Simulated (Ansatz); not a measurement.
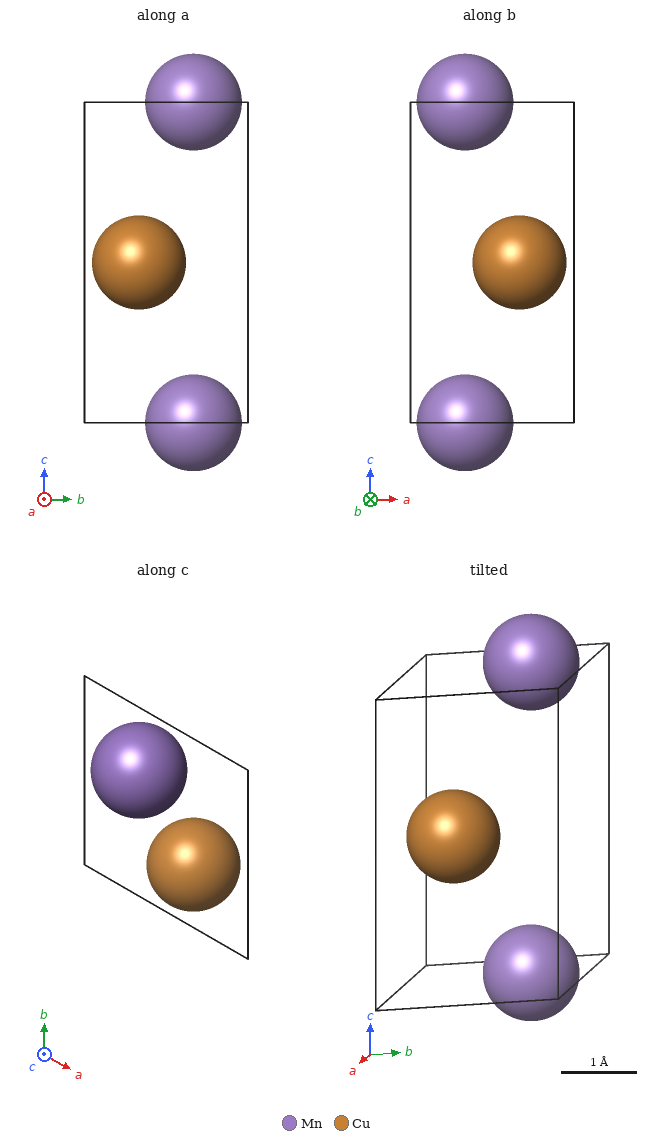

We look at a spheres-only model of the crystal along the a axis, along the b axis, along the c axis and slightly off an axis. The wireframe shows the conventional unit cell.

Lattice parameters: a = 2.545 Å, b = 2.545 Å, c = 4.324 Å, α = 90.00°, β = 90.00°, γ = 120.00°. Put a along x and b in the xy plane.

Q: Put the structure into a POSCAR file.

A:
```
Mn Cu
1.0
     2.545    0.000    0.000
    -1.273    2.204    0.000
     0.000    0.000    4.324
Mn Cu
1 1
Direct
  0.3333 0.6667 0.0000
  0.6667 0.3333 0.5000
```

The structure was taken from a structure type filled with these elements by a generator (whether the compound takes this form wasn't checked). Earlier steps of the study may have refined or changed the cell and positions. A calculation with Ansatz used it as input.
